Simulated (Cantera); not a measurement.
Charge: 1 mol B, 0.2 mol H2O, equilibrated at 0.0133 bar.

These are equilibrium values from Cantera (NASA tables, ideal gas, pure condensed phases), not measurements of a reactor. Candidate condensed phases: B, B2O3, B3O3H3, H2O; 23 gas species. Mutual solubility and eutectic melting of coexisting phases are not modelled. The tables' values for BH2 are old estimates; treat these amounts as uncertain. Kinetics and transport are ignored.

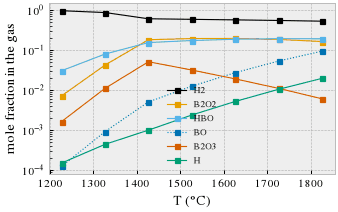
*Equilibrium gas composition (values under 1e-9 drawn at 1e-9)*

**Question.** Read off the mole fractions at 1727 °C.

**Answer.** H2 about 0.55, HBO about 0.19, B2O2 about 0.18, BO about 0.053, B2O3 about 0.011, H about 0.010.
